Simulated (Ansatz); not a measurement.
A series of calculations on Si₂PH₉

**1. Relaxation**

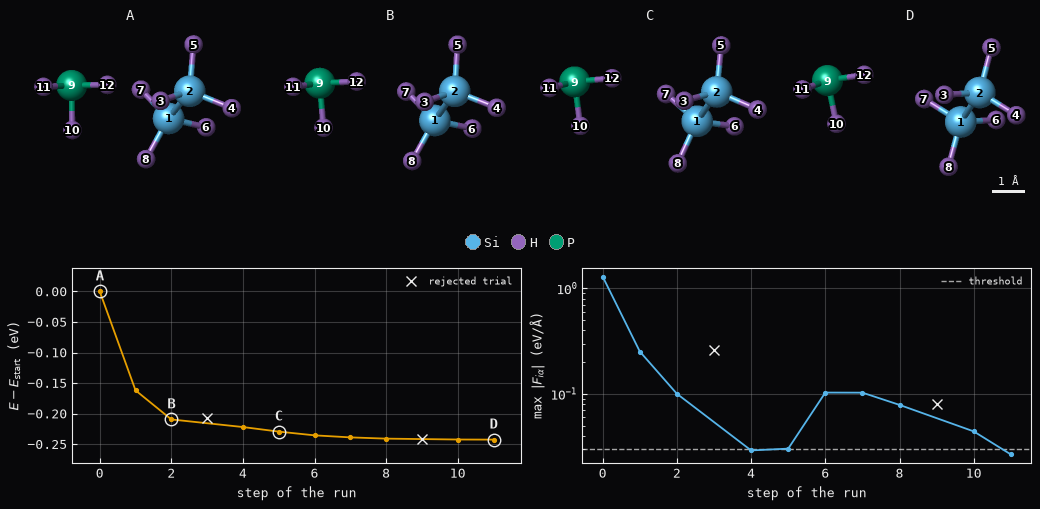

Frames of a relaxation of Si2PH9, marked on the history of the run. The picture is a ball-and-stick view, seen from a free direction.

The run prepares an end point of a later path (reaction) calculation, from a guessed geometry.

These are results of Ansatz 0.2.0, RKS PBE/6-31G*, not measurements. Settings: no spin polarisation; force threshold 0.03 eV/Å; at most 50 steps.

Q: What happens along the run?

A: The largest moves after the best rigid fit, 0.81 Å, are those of P9 and H12. By element the largest moves are H 0.81 Å, P 0.81 Å, Si 0.42 Å. Some distances before and after: Si1–Si2 2.259 → 2.349 Å, P9–H12 1.427 → 1.436 Å, Si1–H6 1.505 → 1.501 Å. Bond angles that change, for instance: Si2–Si1–H7 113.0° → 110.5°, Si1–Si2–H3 113.1° → 110.9°, Si2–Si1–H6 108.8° → 111.0°. Groups turn about Si1–Si2 by about 30°. Over 9 accepted moves (11 points after the start) the energy falls by 0.243 eV. The largest force component goes from 1.3 to 0.027 eV/Å. The line search rejected the trial steps at points 3, 9 of the run. The forces were under the threshold at step 4, but the run went on from there. Cost: 30 s on 1 thread of Arm Neoverse V2, with other jobs on the host, peak memory 0.12 GiB. From step 0 to 2: P9 moves most (0.39 Å), energy −0.209 eV. From step 2 to 5: H8 moves most (0.20 Å), energy −0.020 eV. From step 5 to 11: H8 moves most (0.36 Å), energy −0.013 eV.

Limits of the set-up: the start holds two separate molecules, 2.3 Å apart at their closest, whose relative position is a soft coordinate and is computed without a dispersion correction.

**2. Relaxation**

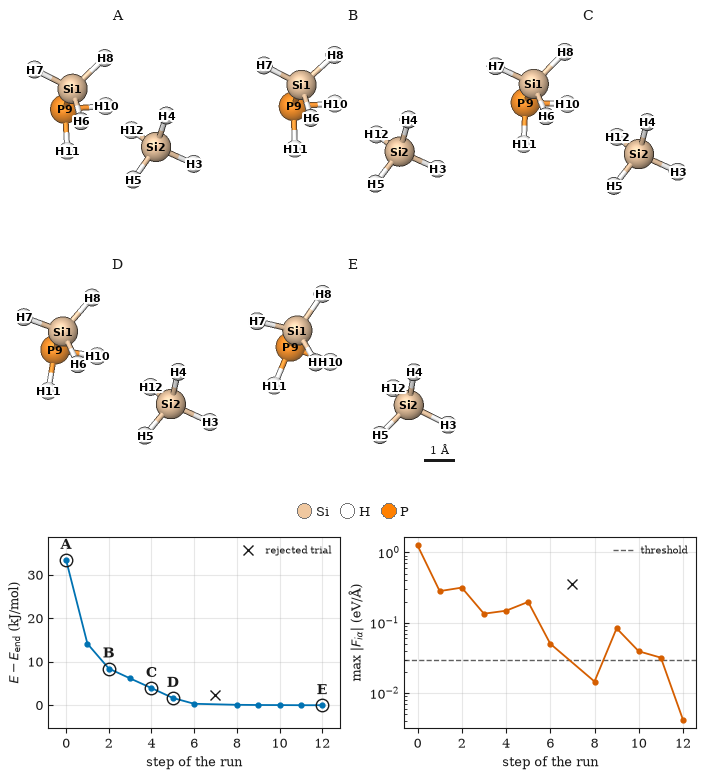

Frames of a relaxation of Si2PH9, marked on the history of the run. A ball-and-stick model, seen from a free direction.

The run prepares an end point of a later path (reaction) calculation, from a guessed geometry.

Level of theory: Ansatz, RKS PBE/6-31G*. Set-up: no spin polarisation; force threshold 0.03 eV/Å; at most 50 steps.

> What happens along the run?

Over 11 accepted moves (12 points after the start) the energy falls by 33.4 kJ/mol. Largest force component: 1.3 eV/Å at the start, 0.0042 eV/Å at the end. The line search rejected the trial step at point 7 of the run. The forces were under the threshold at step 8, but the run went on from there. The atom that moves furthest after the best rigid fit is H11 (1.08 Å). By element the largest moves are H 1.08 Å, Si 0.69 Å, P 0.54 Å. Some distances before and after: Si1–Si2 3.429 → 4.533 Å, Si1–P9 2.212 → 2.279 Å, Si2–H12 1.478 → 1.499 Å, P9–H10 1.431 → 1.438 Å. Among the angles between lasting bonds that change: Si1–P9–H10 97.2° → 94.1°. Groups turn about Si1–P9 by about 40°. Cost: 33 s on 1 thread of Arm Neoverse V2, with other jobs on the host, peak memory 0.12 GiB. From step 0 to 2: H12 moves most (0.37 Å), energy −25.0 kJ/mol. From step 2 to 4: H11 moves most (0.26 Å), energy −4.50 kJ/mol. From step 4 to 5: H11 moves most (0.20 Å), energy −2.28 kJ/mol. From step 5 to 12: H11 moves most (0.36 Å), energy −1.68 kJ/mol.

| step | E − E(0), kJ/mol | largest force component, eV/Å | note |
| --- | --- | --- | --- |
| 0 | 0.00 | 1.2557 |  |
| 1 | -19.29 | 0.2817 |  |
| 2 | -25.00 | 0.3160 |  |
| 3 | -27.27 | 0.1345 |  |
| 4 | -29.49 | 0.1483 |  |
| 5 | -31.77 | 0.1978 |  |
| 6 | -33.11 | 0.0503 |  |
| 7 | -31.16 | 0.3520 | rejected |
| 8 | -33.35 | 0.0146 |  |
| 9 | -33.39 | 0.0834 |  |
| 10 | -33.41 | 0.0393 |  |
| 11 | -33.44 | 0.0319 |  |
| 12 | -33.45 | 0.0042 |  |

**3. Path**

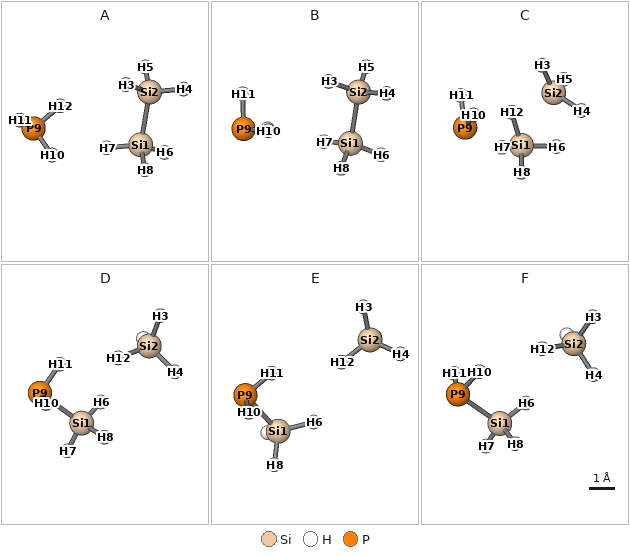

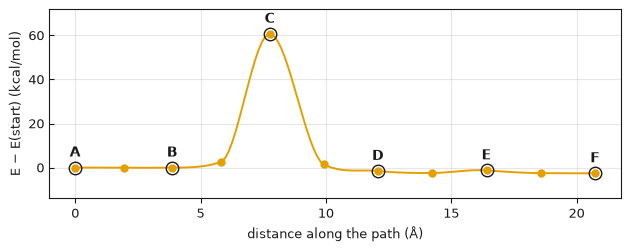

A search for the minimum-energy path of Si$_{2}$PH$_{9}$, made up at the start of Si2H6 and PH3 by the nudged elastic band. Images are numbered from 0 (start) to 10 (end). Frames A to F are images 0, 2, 4, 6, 8, 10. A ball-and-stick model, seen at a tilt.

The calculation used Ansatz, RKS PBE/6-31G*. Settings: 9 movable images; climbing image; force threshold 0.05 eV/Å; iteration limit 57; starting path through a guess of the saddle point.

> What happens along the path, and what is the barrier?

The path has more than one stage, and so few images may leave a stage unresolved. Breaking: P9–H12 (1.44 → 2.01 at the top → 3.97 Å), Si1–Si2 (2.35 → 2.67 at the top → 4.53 Å). Forming: Si1–P9 (4.61 → 2.63 at the top → 2.28 Å), Si2–H12 (3.75 → 1.90 at the top → 1.50 Å). The energy climbs by 60.7 kcal/mol to image 4 and then falls by 63.3 kcal/mol, so the end point sits at −2.6 kcal/mol. The band converged in 27 iterations. The largest component of the band force went from 68 to 0.046 eV/Å. The climbing image converged on the top of the path. Its vibrational analysis gives one imaginary mode (1194i cm⁻¹), as a transition state must have.

Limits of the set-up: the start holds two separate molecules, 2.9 Å apart at their closest, whose relative position is a soft coordinate and is computed without a dispersion correction.

Cost: 9.5 min on 1 thread of Arm Neoverse V2, on a shared host, peak memory 0.13 GiB.
